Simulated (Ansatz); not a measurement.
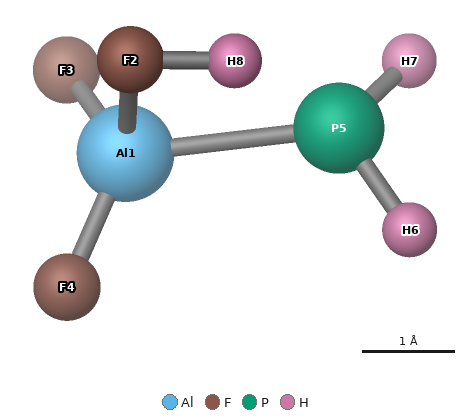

**Figure 1.** The input geometry (ball-and-stick view, seen at a tilt; atoms are numbered from 1 in the order of the input). Sticks mark near contacts. Bond lengths as drawn: Al–F 1.64 to 1.84 Å, Al–P 2.38 Å, F–H 1.14 Å and H–P 1.40 Å.

# AlPH$_{3}$F$_{3}$: molecular dynamics (part 1 of 3)

The run: molecular dynamics of AlPH$_{3}$F$_{3}$. Method and program: RHF/def2-SVP (Ansatz 0.2.0).

It belongs to a series of runs on one base structure; here: dynamics from the highest image of the converged band. Figures and captions count atoms from 1; the log counts them from 0 in places.

## Output
```
Engine: ansatz 0.2.0, aarch64-unknown-linux-gnu
Functional definition: HF
  exchange = exact_x
  correlation = 0
918 factors; integrals over basis functions are off by at most 3.7e-4 eV
mean field evaluation 1: about -24008.9525 eV, gradient 4.3e1 eV
mean field evaluation 2: about -24008.9896 eV, gradient 4.4e1 eV
mean field evaluation 4: about -24012.7130 eV, gradient 2.3e0 eV
mean field evaluation 8: about -24012.7518 eV, gradient 1.4e-1 eV
mean field -24012.75194734 eV, -882.4523576369 hartree, gradient 3.6e-5 eV, S^2 0.000000; 0 other end points of the search recorded, 0 dependent functions left out
the calculation of the forces begins
reference -24012.75194734 eV, -882.4523576369 hartree; 29, 29 occupied and 64, 64 virtual orbitals, 918 factors
md step     0: t =     0.00 fs  T =   100.0 K  F+E_penalty+E_count = -24012.75194734 eV  E_kin = 0.077556 eV  conserved = -24012.67439134 eV  (36 SCF iters)
these checks for a lower state are left out or cut short: starts, cluster_reference, orbital_swaps, neighbouring_geometries, increment
918 factors; integrals over basis functions are off by at most 3.7e-4 eV
mean field evaluation 16: about -24012.7508 eV, gradient 6.2e-1 eV
mean field -24012.75141598 eV, -882.4523381099 hartree, gradient 6.6e-5 eV, S^2 0.000000; 0 other end points of the search recorded, 0 dependent functions left out
the calculation of the forces begins
reference -24012.75141598 eV, -882.4523381099 hartree; 29, 29 occupied and 64, 64 virtual orbitals, 918 factors
md step     1: t =     0.50 fs  T =    99.3 K  F+E_penalty+E_count = -24012.75141598 eV  E_kin = 0.077030 eV  conserved = -24012.67438617 eV  (34 SCF iters)
[... from here on the SCF iterations and repeated set-up lines of each step are left out, up to the last step ...]
md step     2: t =     1.00 fs  T =    97.4 K  F+E_penalty+E_count = -24012.74990001 eV  E_kin = 0.075527 eV  conserved = -24012.67437254 eV  (34 SCF iters)
md step     3: t =     1.50 fs  T =    94.5 K  F+E_penalty+E_count = -24012.74761450 eV  E_kin = 0.073262 eV  conserved = -24012.67435254 eV  (34 SCF iters)
md step     4: t =     2.00 fs  T =    91.0 K  F+E_penalty+E_count = -24012.74487605 eV  E_kin = 0.070547 eV  conserved = -24012.67432912 eV  (34 SCF iters)
md step     5: t =     2.50 fs  T =    87.4 K  F+E_penalty+E_count = -24012.74205649 eV  E_kin = 0.067751 eV  conserved = -24012.67430535 eV  (34 SCF iters)
md step     6: t =     3.00 fs  T =    84.1 K  F+E_penalty+E_count = -24012.73953503 eV  E_kin = 0.065252 eV  conserved = -24012.67428351 eV  (34 SCF iters)
md step     7: t =     3.50 fs  T =    81.7 K  F+E_penalty+E_count = -24012.73765941 eV  E_kin = 0.063394 eV  conserved = -24012.67426518 eV  (34 SCF iters)
md step     8: t =     4.00 fs  T =    80.5 K  F+E_penalty+E_count = -24012.73672200 eV  E_kin = 0.062471 eV  conserved = -24012.67425100 eV  (34 SCF iters)
md step     9: t =     4.50 fs  T =    80.9 K  F+E_penalty+E_count = -24012.73695485 eV  E_kin = 0.062716 eV  conserved = -24012.67423894 eV  (34 SCF iters)
md step    10: t =     5.00 fs  T =    82.9 K  F+E_penalty+E_count = -24012.73855127 eV  E_kin = 0.064324 eV  conserved = -24012.67422702 eV  (34 SCF iters)
md step    11: t =     5.50 fs  T =    87.0 K  F+E_penalty+E_count = -24012.74170387 eV  E_kin = 0.067492 eV  conserved = -24012.67421149 eV  (34 SCF iters)
md step    12: t =     6.00 fs  T =    93.4 K  F+E_penalty+E_count = -24012.74666281 eV  E_kin = 0.072475 eV  conserved = -24012.67418785 eV  (34 SCF iters)
md step    13: t =     6.50 fs  T =   102.7 K  F+E_penalty+E_count = -24012.75380436 eV  E_kin = 0.079652 eV  conserved = -24012.67415189 eV  (34 SCF iters)
md step    14: t =     7.00 fs  T =   115.5 K  F+E_penalty+E_count = -24012.76370111 eV  E_kin = 0.089601 eV  conserved = -24012.67409966 eV  (34 SCF iters)
md step    15: t =     7.50 fs  T =   133.0 K  F+E_penalty+E_count = -24012.77718600 eV  E_kin = 0.103158 eV  conserved = -24012.67402841 eV  (34 SCF iters)
md step    16: t =     8.00 fs  T =   156.6 K  F+E_penalty+E_count = -24012.79540013 eV  E_kin = 0.121463 eV  conserved = -24012.67393733 eV  (34 SCF iters)
md step    17: t =     8.50 fs  T =   188.2 K  F+E_penalty+E_count = -24012.81981304 eV  E_kin = 0.145984 eV  conserved = -24012.67382865 eV  (34 SCF iters)
md step    18: t =     9.00 fs  T =   230.1 K  F+E_penalty+E_count = -24012.85220001 eV  E_kin = 0.178490 eV  conserved = -24012.67371004 eV  (34 SCF iters)
md step    19: t =     9.50 fs  T =   284.9 K  F+E_penalty+E_count = -24012.89454690 eV  E_kin = 0.220950 eV  conserved = -24012.67359684 eV  (34 SCF iters)
md step    20: t =    10.00 fs  T =   355.0 K  F+E_penalty+E_count = -24012.94884251 eV  E_kin = 0.275327 eV  conserved = -24012.67351593 eV  (33 SCF iters)
md step    21: t =    10.50 fs  T =   442.5 K  F+E_penalty+E_count = -24013.01670697 eV  E_kin = 0.343200 eV  conserved = -24012.67350723 eV  (56 SCF iters)
md step    22: t =    11.00 fs  T =   548.3 K  F+E_penalty+E_count = -24013.09883169 eV  E_kin = 0.425212 eV  conserved = -24012.67361955 eV  (33 SCF iters)
md step    23: t =    11.50 fs  T =   671.0 K  F+E_penalty+E_count = -24013.19429091 eV  E_kin = 0.520398 eV  conserved = -24012.67389302 eV  (33 SCF iters)
md step    24: t =    12.00 fs  T =   806.7 K  F+E_penalty+E_count = -24013.29995941 eV  E_kin = 0.625627 eV  conserved = -24012.67433246 eV  (33 SCF iters)
md step    25: t =    12.50 fs  T =   948.4 K  F+E_penalty+E_count = -24013.41044302 eV  E_kin = 0.735573 eV  conserved = -24012.67486998 eV  (33 SCF iters)
md step    26: t =    13.00 fs  T =  1087.8 K  F+E_penalty+E_count = -24013.51900996 eV  E_kin = 0.843657 eV  conserved = -24012.67535290 eV  (33 SCF iters)
md step    27: t =    13.50 fs  T =  1217.3 K  F+E_penalty+E_count = -24013.61969634 eV  E_kin = 0.944112 eV  conserved = -24012.67558387 eV  (33 SCF iters)
md step    28: t =    14.00 fs  T =  1333.9 K  F+E_penalty+E_count = -24013.70998789 eV  E_kin = 1.034553 eV  conserved = -24012.67543530 eV  (32 SCF iters)
md step    29: t =    14.50 fs  T =  1440.9 K  F+E_penalty+E_count = -24013.79247173 eV  E_kin = 1.117481 eV  conserved = -24012.67499091 eV  (34 SCF iters)
md step    30: t =    15.00 fs  T =  1545.9 K  F+E_penalty+E_count = -24013.87354712 eV  E_kin = 1.198960 eV  conserved = -24012.67458726 eV  (34 SCF iters)
md step    31: t =    15.50 fs  T =  1655.8 K  F+E_penalty+E_count = -24013.95876627 eV  E_kin = 1.284135 eV  conserved = -24012.67463148 eV  (33 SCF iters)
md step    32: t =    16.00 fs  T =  1769.2 K  F+E_penalty+E_count = -24014.04736814 eV  E_kin = 1.372085 eV  conserved = -24012.67528282 eV  (34 SCF iters)
md step    33: t =    16.50 fs  T =  1874.7 K  F+E_penalty+E_count = -24014.13025758 eV  E_kin = 1.453960 eV  conserved = -24012.67629728 eV  (34 SCF iters)
md step    34: t =    17.00 fs  T =  1955.0 K  F+E_penalty+E_count = -24014.19343727 eV  E_kin = 1.516229 eV  conserved = -24012.67720850 eV  (33 SCF iters)
md step    35: t =    17.50 fs  T =  1994.4 K  F+E_penalty+E_count = -24014.22446009 eV  E_kin = 1.546805 eV  conserved = -24012.67765545 eV  (33 SCF iters)
md step    36: t =    18.00 fs  T =  1985.6 K  F+E_penalty+E_count = -24014.21749593 eV  E_kin = 1.539942 eV  conserved = -24012.67755390 eV  (33 SCF iters)
md step    37: t =    18.50 fs  T =  1930.9 K  F+E_penalty+E_count = -24014.17459955 eV  E_kin = 1.497557 eV  conserved = -24012.67704236 eV  (34 SCF iters)
md step    38: t =    19.00 fs  T =  1840.6 K  F+E_penalty+E_count = -24014.10382164 eV  E_kin = 1.427488 eV  conserved = -24012.67633333 eV  (31 SCF iters)
md step    39: t =    19.50 fs  T =  1728.5 K  F+E_penalty+E_count = -24014.01617141 eV  E_kin = 1.340565 eV  conserved = -24012.67560634 eV  (31 SCF iters)
md step    40: t =    20.00 fs  T =  1609.2 K  F+E_penalty+E_count = -24013.92298666 eV  E_kin = 1.248019 eV  conserved = -24012.67496724 eV  (32 SCF iters)
md step    41: t =    20.50 fs  T =  1495.5 K  F+E_penalty+E_count = -24013.83430807 eV  E_kin = 1.159846 eV  conserved = -24012.67446183 eV  (32 SCF iters)
md step    42: t =    21.00 fs  T =  1397.8 K  F+E_penalty+E_count = -24013.75815256 eV  E_kin = 1.084057 eV  conserved = -24012.67409542 eV  (36 SCF iters)
md step    43: t =    21.50 fs  T =  1323.6 K  F+E_penalty+E_count = -24013.70037632 eV  E_kin = 1.026518 eV  conserved = -24012.67385836 eV  (37 SCF iters)
md step    44: t =    22.00 fs  T =  1277.9 K  F+E_penalty+E_count = -24013.66480188 eV  E_kin = 0.991066 eV  conserved = -24012.67373580 eV  (37 SCF iters)
md step    45: t =    22.50 fs  T =  1263.2 K  F+E_penalty+E_count = -24013.65340832 eV  E_kin = 0.979694 eV  conserved = -24012.67371453 eV  (37 SCF iters)
md step    46: t =    23.00 fs  T =  1279.9 K  F+E_penalty+E_count = -24013.66647460 eV  E_kin = 0.992671 eV  conserved = -24012.67380323 eV  (36 SCF iters)
md step    47: t =    23.50 fs  T =  1326.2 K  F+E_penalty+E_count = -24013.70255494 eV  E_kin = 1.028546 eV  conserved = -24012.67400895 eV  (37 SCF iters)
md step    48: t =    24.00 fs  T =  1397.7 K  F+E_penalty+E_count = -24013.75834925 eV  E_kin = 1.083996 eV  conserved = -24012.67435285 eV  (37 SCF iters)
md step    49: t =    24.50 fs  T =  1487.4 K  F+E_penalty+E_count = -24013.82842729 eV  E_kin = 1.153570 eV  conserved = -24012.67485709 eV  (36 SCF iters)
md step    50: t =    25.00 fs  T =  1585.2 K  F+E_penalty+E_count = -24013.90494991 eV  E_kin = 1.229405 eV  conserved = -24012.67554540 eV  (36 SCF iters)
md step    51: t =    25.50 fs  T =  1677.7 K  F+E_penalty+E_count = -24013.97755443 eV  E_kin = 1.301162 eV  conserved = -24012.67639287 eV  (35 SCF iters)
md step    52: t =    26.00 fs  T =  1749.2 K  F+E_penalty+E_count = -24014.03391326 eV  E_kin = 1.356616 eV  conserved = -24012.67729727 eV  (36 SCF iters)
md step    53: t =    26.50 fs  T =  1783.9 K  F+E_penalty+E_count = -24014.06156416 eV  E_kin = 1.383543 eV  conserved = -24012.67802141 eV  (36 SCF iters)
md step    54: t =    27.00 fs  T =  1771.0 K  F+E_penalty+E_count = -24014.05170003 eV  E_kin = 1.373510 eV  conserved = -24012.67819006 eV  (58 SCF iters)
md step    55: t =    27.50 fs  T =  1711.5 K  F+E_penalty+E_count = -24014.00476005 eV  E_kin = 1.327333 eV  conserved = -24012.67742742 eV  (36 SCF iters)
md step    56: t =    28.00 fs  T =  1624.4 K  F+E_penalty+E_count = -24013.93552300 eV  E_kin = 1.259828 eV  conserved = -24012.67569452 eV  (36 SCF iters)
md step    57: t =    28.50 fs  T =  1546.1 K  F+E_penalty+E_count = -24013.87274638 eV  E_kin = 1.199115 eV  conserved = -24012.67363180 eV  (36 SCF iters)
md step    58: t =    29.00 fs  T =  1517.0 K  F+E_penalty+E_count = -24013.84889355 eV  E_kin = 1.176491 eV  conserved = -24012.67240292 eV  (36 SCF iters)
md step    59: t =    29.50 fs  T =  1560.1 K  F+E_penalty+E_count = -24013.88282770 eV  E_kin = 1.209962 eV  conserved = -24012.67286577 eV  (37 SCF iters)
md step    60: t =    30.00 fs  T =  1667.0 K  F+E_penalty+E_count = -24013.96757854 eV  E_kin = 1.292822 eV  conserved = -24012.67475684 eV  (36 SCF iters)
md step    61: t =    30.50 fs  T =  1801.5 K  F+E_penalty+E_count = -24014.07407692 eV  E_kin = 1.397133 eV  conserved = -24012.67694430 eV  (35 SCF iters)
md step    62: t =    31.00 fs  T =  1920.2 K  F+E_penalty+E_count = -24014.16759049 eV  E_kin = 1.489205 eV  conserved = -24012.67838546 eV  (36 SCF iters)
md step    63: t =    31.50 fs  T =  1991.8 K  F+E_penalty+E_count = -24014.22350515 eV  E_kin = 1.544770 eV  conserved = -24012.67873559 eV  (36 SCF iters)
md step    64: t =    32.00 fs  T =  2005.2 K  F+E_penalty+E_count = -24014.23336698 eV  E_kin = 1.555131 eV  conserved = -24012.67823603 eV  (36 SCF iters)
md step    65: t =    32.50 fs  T =  1966.0 K  F+E_penalty+E_count = -24014.20210002 eV  E_kin = 1.524784 eV  conserved = -24012.67731585 eV  (36 SCF iters)
md step    66: t =    33.00 fs  T =  1889.7 K  F+E_penalty+E_count = -24014.14192430 eV  E_kin = 1.465578 eV  conserved = -24012.67634616 eV  (36 SCF iters)
md step    67: t =    33.50 fs  T =  1794.2 K  F+E_penalty+E_count = -24014.06695366 eV  E_kin = 1.391485 eV  conserved = -24012.67546834 eV  (37 SCF iters)
md step    68: t =    34.00 fs  T =  1696.1 K  F+E_penalty+E_count = -24013.99018689 eV  E_kin = 1.315410 eV  conserved = -24012.67477710 eV  (37 SCF iters)
md step    69: t =    34.50 fs  T =  1608.9 K  F+E_penalty+E_count = -24013.92207531 eV  E_kin = 1.247798 eV  conserved = -24012.67427729 eV  (37 SCF iters)
md step    70: t =    35.00 fs  T =  1542.5 K  F+E_penalty+E_count = -24013.87027882 eV  E_kin = 1.196331 eV  conserved = -24012.67394806 eV  (37 SCF iters)
md step    71: t =    35.50 fs  T =  1503.5 K  F+E_penalty+E_count = -24013.83984457 eV  E_kin = 1.166075 eV  conserved = -24012.67376932 eV  (37 SCF iters)
md step    72: t =    36.00 fs  T =  1495.3 K  F+E_penalty+E_count = -24013.83343718 eV  E_kin = 1.159704 eV  conserved = -24012.67373345 eV  (36 SCF iters)
md step    73: t =    36.50 fs  T =  1518.4 K  F+E_penalty+E_count = -24013.85142467 eV  E_kin = 1.177575 eV  conserved = -24012.67384962 eV  (37 SCF iters)
md step    74: t =    37.00 fs  T =  1570.0 K  F+E_penalty+E_count = -24013.89174837 eV  E_kin = 1.217606 eV  conserved = -24012.67414250 eV  (36 SCF iters)
md step    75: t =    37.50 fs  T =  1643.9 K  F+E_penalty+E_count = -24013.94960251 eV  E_kin = 1.274958 eV  conserved = -24012.67464436 eV  (36 SCF iters)
md step    76: t =    38.00 fs  T =  1730.0 K  F+E_penalty+E_count = -24014.01705915 eV  E_kin = 1.341684 eV  conserved = -24012.67537558 eV  (36 SCF iters)
md step    77: t =    38.50 fs  T =  1813.7 K  F+E_penalty+E_count = -24014.08294751 eV  E_kin = 1.406639 eV  conserved = -24012.67630877 eV  (35 SCF iters)
md step    78: t =    39.00 fs  T =  1877.7 K  F+E_penalty+E_count = -24014.13354735 eV  E_kin = 1.456237 eV  conserved = -24012.67731076 eV  (36 SCF iters)
md step    79: t =    39.50 fs  T =  1904.2 K  F+E_penalty+E_count = -24014.15492292 eV  E_kin = 1.476839 eV  conserved = -24012.67808355 eV  (36 SCF iters)
md step    80: t =    40.00 fs  T =  1881.8 K  F+E_penalty+E_count = -24014.13763720 eV  E_kin = 1.459464 eV  conserved = -24012.67817331 eV  (35 SCF iters)
md step    81: t =    40.50 fs  T =  1813.2 K  F+E_penalty+E_count = -24014.08342120 eV  E_kin = 1.406250 eV  conserved = -24012.67717082 eV  (34 SCF iters)
md step    82: t =    41.00 fs  T =  1721.9 K  F+E_penalty+E_count = -24014.01055855 eV  E_kin = 1.335416 eV  conserved = -24012.67514212 eV  (36 SCF iters)
md step    83: t =    41.50 fs  T =  1648.9 K  F+E_penalty+E_count = -24013.95180543 eV  E_kin = 1.278831 eV  conserved = -24012.67297448 eV  (36 SCF iters)
md step    84: t =    42.00 fs  T =  1635.7 K  F+E_penalty+E_count = -24013.94057967 eV  E_kin = 1.268559 eV  conserved = -24012.67202034 eV  (36 SCF iters)
md step    85: t =    42.50 fs  T =  1699.7 K  F+E_penalty+E_count = -24013.99123485 eV  E_kin = 1.318235 eV  conserved = -24012.67299997 eV  (37 SCF iters)
md step    86: t =    43.00 fs  T =  1822.6 K  F+E_penalty+E_count = -24014.08884399 eV  E_kin = 1.413550 eV  conserved = -24012.67529424 eV  (36 SCF iters)
md step    87: t =    43.50 fs  T =  1960.6 K  F+E_penalty+E_count = -24014.19806288 eV  E_kin = 1.520526 eV  conserved = -24012.67753704 eV  (34 SCF iters)
md step    88: t =    44.00 fs  T =  2068.5 K  F+E_penalty+E_count = -24014.28300829 eV  E_kin = 1.604264 eV  conserved = -24012.67874460 eV  (36 SCF iters)
md step    89: t =    44.50 fs  T =  2119.2 K  F+E_penalty+E_count = -24014.32235812 eV  E_kin = 1.643586 eV  conserved = -24012.67877232 eV  (35 SCF iters)
md step    90: t =    45.00 fs  T =  2107.5 K  F+E_penalty+E_count = -24014.31254159 eV  E_kin = 1.634530 eV  conserved = -24012.67801157 eV  (36 SCF iters)
md step    91: t =    45.50 fs  T =  2044.6 K  F+E_penalty+E_count = -24014.26266179 eV  E_kin = 1.585724 eV  conserved = -24012.67693739 eV  (36 SCF iters)
md step    92: t =    46.00 fs  T =  1949.1 K  F+E_penalty+E_count = -24014.18755556 eV  E_kin = 1.511675 eV  conserved = -24012.67588061 eV  (33 SCF iters)
md step    93: t =    46.50 fs  T =  1840.8 K  F+E_penalty+E_count = -24014.10262489 eV  E_kin = 1.427624 eV  conserved = -24012.67500087 eV  (33 SCF iters)
md step    94: t =    47.00 fs  T =  1736.5 K  F+E_penalty+E_count = -24014.02110030 eV  E_kin = 1.346753 eV  conserved = -24012.67434708 eV  (33 SCF iters)
md step    95: t =    47.50 fs  T =  1649.3 K  F+E_penalty+E_count = -24013.95304075 eV  E_kin = 1.279129 eV  conserved = -24012.67391169 eV  (34 SCF iters)
md step    96: t =    48.00 fs  T =  1588.0 K  F+E_penalty+E_count = -24013.90525607 eV  E_kin = 1.231586 eV  conserved = -24012.67366965 eV  (34 SCF iters)
md step    97: t =    48.50 fs  T =  1557.6 K  F+E_penalty+E_count = -24013.88157299 eV  E_kin = 1.207976 eV  conserved = -24012.67359688 eV  (34 SCF iters)
md step    98: t =    49.00 fs  T =  1559.5 K  F+E_penalty+E_count = -24013.88314251 eV  E_kin = 1.209464 eV  conserved = -24012.67367821 eV  (35 SCF iters)
md step    99: t =    49.50 fs  T =  1592.1 K  F+E_penalty+E_count = -24013.90865364 eV  E_kin = 1.234744 eV  conserved = -24012.67390924 eV  (36 SCF iters)
md step   100: t =    50.00 fs  T =  1650.6 K  F+E_penalty+E_count = -24013.95441704 eV  E_kin = 1.280122 eV  conserved = -24012.67429476 eV  (36 SCF iters)
md step   101: t =    50.50 fs  T =  1727.1 K  F+E_penalty+E_count = -24014.01434450 eV  E_kin = 1.339502 eV  conserved = -24012.67484283 eV  (36 SCF iters)
md step   102: t =    51.00 fs  T =  1810.8 K  F+E_penalty+E_count = -24014.07992246 eV  E_kin = 1.404370 eV  conserved = -24012.67555267 eV  (36 SCF iters)
md step   103: t =    51.50 fs  T =  1887.7 K  F+E_penalty+E_count = -24014.14038505 eV  E_kin = 1.463997 eV  conserved = -24012.67638776 eV  (36 SCF iters)
md step   104: t =    52.00 fs  T =  1942.1 K  F+E_penalty+E_count = -24014.18347907 eV  E_kin = 1.506240 eV  conserved = -24012.67723918 eV  (35 SCF iters)
md step   105: t =    52.50 fs  T =  1959.2 K  F+E_penalty+E_count = -24014.19738009 eV  E_kin = 1.519500 eV  conserved = -24012.67788027 eV  (33 SCF iters)
md step   106: t =    53.00 fs  T =  1929.4 K  F+E_penalty+E_count = -24014.17427883 eV  E_kin = 1.496338 eV  conserved = -24012.67794064 eV  (34 SCF iters)
md step   107: t =    53.50 fs  T =  1854.7 K  F+E_penalty+E_count = -24014.11558918 eV  E_kin = 1.438446 eV  conserved = -24012.67714302 eV  (56 SCF iters)
md step   108: t =    54.00 fs  T =  1754.6 K  F+E_penalty+E_count = -24014.03625425 eV  E_kin = 1.360813 eV  conserved = -24012.67544154 eV  (34 SCF iters)
md step   109: t =    54.50 fs  T =  1664.4 K  F+E_penalty+E_count = -24013.96425915 eV  E_kin = 1.290821 eV  conserved = -24012.67343836 eV  (34 SCF iters)
md step   110: t =    55.00 fs  T =  1623.0 K  F+E_penalty+E_count = -24013.93095018 eV  E_kin = 1.258721 eV  conserved = -24012.67222967 eV  (35 SCF iters)
md step   111: t =    55.50 fs  T =  1653.2 K  F+E_penalty+E_count = -24013.95479572 eV  E_kin = 1.282153 eV  conserved = -24012.67264272 eV  (35 SCF iters)
md step   112: t =    56.00 fs  T =  1747.2 K  F+E_penalty+E_count = -24014.02954370 eV  E_kin = 1.355059 eV  conserved = -24012.67448492 eV  (35 SCF iters)
md step   113: t =    56.50 fs  T =  1870.1 K  F+E_penalty+E_count = -24014.12704865 eV  E_kin = 1.450346 eV  conserved = -24012.67670243 eV  (33 SCF iters)
md step   114: t =    57.00 fs  T =  1978.3 K  F+E_penalty+E_count = -24014.21257026 eV  E_kin = 1.534314 eV  conserved = -24012.67825579 eV  (34 SCF iters)
```
